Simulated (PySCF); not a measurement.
# C3H8ClNSi2: what the fields show

Input

```
{"job": {"kind": "nmr", "xc": "PBE0", "basis": "pcSseg-1"}, "charge": 0, "multiplicity": 1}
N      2.807144     0.321815    -0.684255
C      1.720914     0.167700    -1.007531
C      0.350602    -0.022432    -1.399600
C     -0.585311    -0.114749    -0.180576
Si    -0.174190    -1.646343     0.887565
Si    -0.604865     1.513543     0.813105
Cl    -1.093477     3.008294    -0.456247
H      0.294775    -0.938916    -1.997112
H      0.065315     0.817758    -2.042999
H     -1.594782    -0.265229    -0.580639
H      1.116078    -1.466900     1.543906
H     -0.134719    -2.810312    -0.003310
H     -1.244329    -1.805503     1.870828
H      0.707978     1.809003     1.371268
H     -1.635547     1.440262     1.843684
```

Run with:

```sh
OMP_NUM_THREADS=1 python probes_run.py task.json out
```

Geometry: GFN2-xTB.

These are results of PBE0/pcSseg-1, SCF density, gas phase, non-relativistic (PySCF), not measurements.

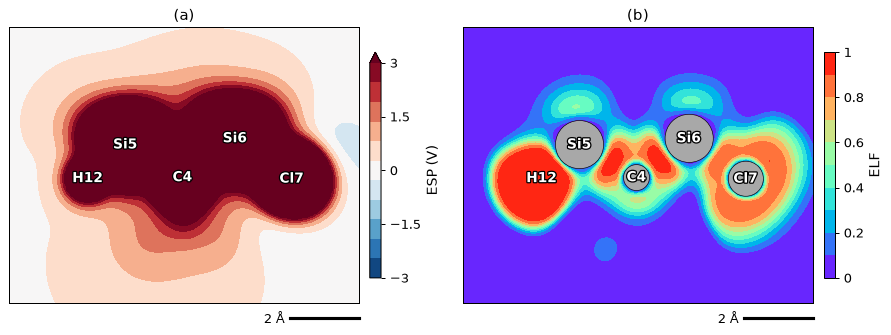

Figure 1. (a) electrostatic potential; (b) ELF on the plane of atoms C4, Si6 and Cl7. Grey discs cover the atomic cores in the ELF map.

What do the fields say about this system?

Answer. The plane passes through C, Si, Cl and H nuclei. C–Si (1.91 Å): the ELF peaks at about 0.95 between the atoms: localised, covalent bonding. Si–Cl (2.02 Å): the ELF peaks at about 0.90 between the atoms, as expected for a polar covalent bond. Si–H (1.47 Å): the ELF climbs to about 1 towards the hydrogen, as it does in any bond to H. The ELF also peaks beside Cl7, away from the bonds: lone-pair regions. Outside the dense part of the molecule the potential is most negative (−0.4 V) near Cl7.

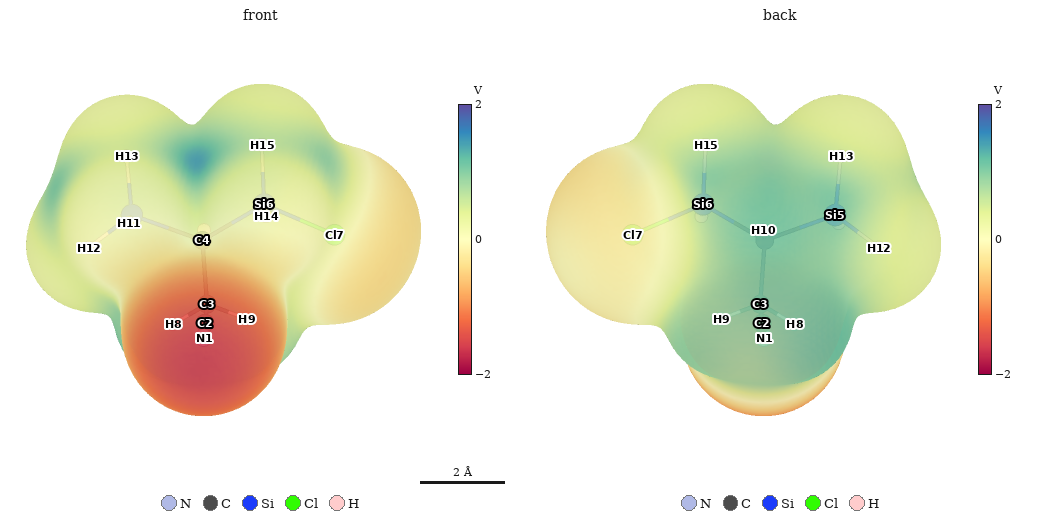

Figure 2. The electrostatic potential painted on the density surface at 0.001 e/bohr³, seen from the front and from behind; the colour scale runs from red (negative) to blue (positive).

Describe the electrostatic potential map.

Answer. The most negative region (about −1.6 V, or −37 kcal/mol for a unit charge) lies over N1, the most positive (about +1.3 V, or +30 kcal/mol for a unit charge) over Si5 and Si6. N1 is the likeliest acceptor of a hydrogen bond.

What dipole moment does the calculation give?

Answer. Its dipole moment is 3.68 D.
